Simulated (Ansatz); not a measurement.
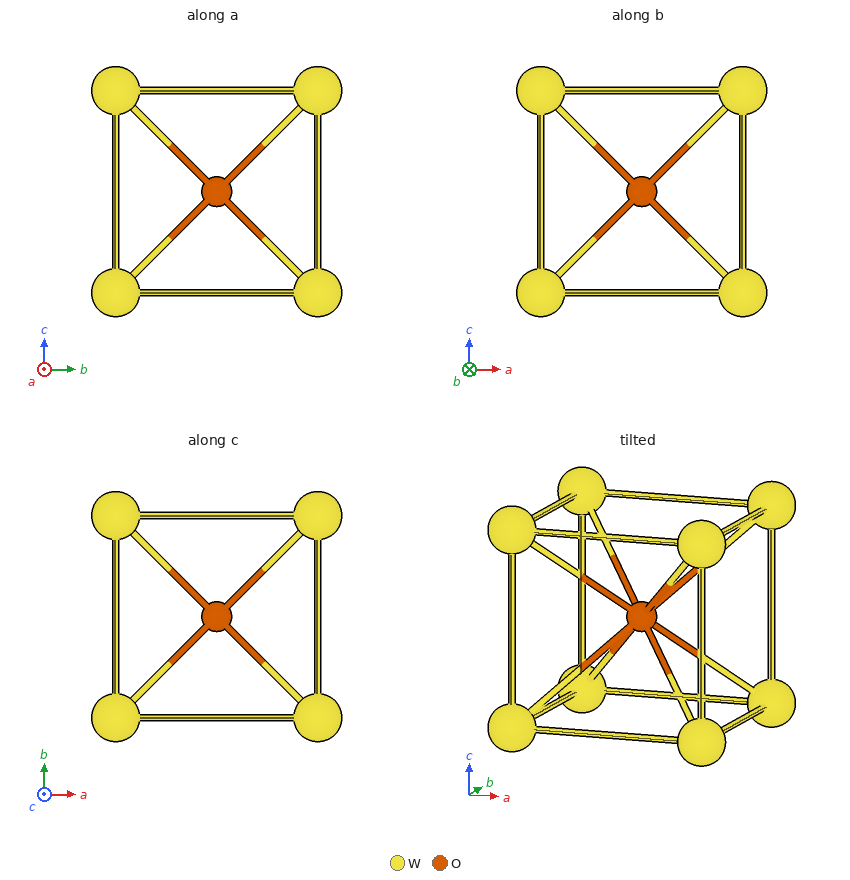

View along the a axis, along the b axis, along the c axis and slightly off an axis, drawn as a ball-and-stick model. One conventional unit cell is framed, with atoms on its boundary repeated.

Lattice parameters: a = 2.9146 Å, b = 2.9146 Å, c = 2.9146 Å, α = 90.000°, β = 90.000°, γ = 90.000°.

Put the structure into a CIF in P1 with every atom of the cell.

Answer.
```cif
data_structure
_symmetry_space_group_name_H-M 'P 1'
_symmetry_Int_Tables_number 1
_cell_length_a 2.9146
_cell_length_b 2.9146
_cell_length_c 2.9146
_cell_angle_alpha 90.000
_cell_angle_beta 90.000
_cell_angle_gamma 90.000
_cell_volume 24.76
loop_
_atom_site_label
_atom_site_type_symbol
_atom_site_fract_x
_atom_site_fract_y
_atom_site_fract_z
_atom_site_occupancy
W1 W 0.0000 0.0000 0.0000 1
O1 O 0.5000 0.5000 0.5000 1
```

Origin of the cell: a structure type filled with these elements by a generator (whether the compound takes this form wasn't checked). Earlier steps of the study, as a rule a relaxation of our own, may have changed the cell and positions, so they can lie some per cent off the listed ones. It went into a calculation with Ansatz.
